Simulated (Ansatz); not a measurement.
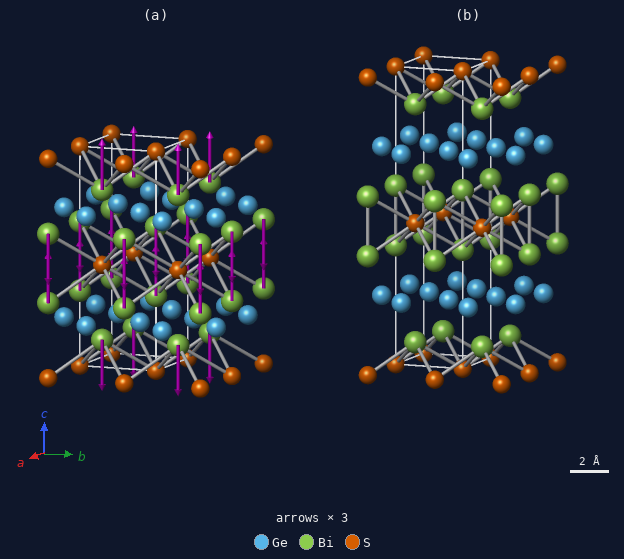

The structure of crystalline Ge$_{2}$Bi$_{2}$S (a generated structure, set up in I4/mmm) (coarse preliminary run) before (left) and after (right) a relaxation, at one scale. The purple arrows give the displacements (the part carried along by the change of the cell is left out), 3 times their true length.

Style: ball-and-stick. Shown: the conventional cell (2 times the calculation's cell), repeated 2 × 2 × 1 with one cell outlined, slightly off an axis. Lengths and directions refer to the drawn axes.

Theory: Ansatz 0.2.0, DFT PBE, scalar-relativistic, plane waves, PAW. Settings: plane-wave cutoff 420 eV; k-point mesh 6 × 6 × 6; occupations gaussian; smearing width 0.1 eV; no spin polarisation; cell and atoms relaxed; force threshold 0.04 eV/Å; at most 70 steps.

> Summarise the run.

The largest moves relative to the cell, 0.93 Å, are those of Bi atoms. Ge and S stay in place. The volume changes by +5.1 %, with a = b 4.423 → 3.892 Å (−12.0 %), c 11.936 → 16.194 Å (+35.7 %). Near-neighbour distances that change, for instance: Bi–Ge 2.471 → 3.111 Å, Bi–Bi 3.764 → 3.243 Å, Bi–S 3.650 → 3.194 Å. The space group stays I4/mmm (No. 139). Over 12 accepted moves (14 points after the start) the energy falls by 1259 meV per atom. The largest force component goes from 7.1 to 0.0087 eV/Å. The pressure goes from 30.59 to −0.07 GPa. At 2 points the geometry stayed and the basis and grid were re-selected for the new cell (energy shift of 25.8 meV per atom at most each time).
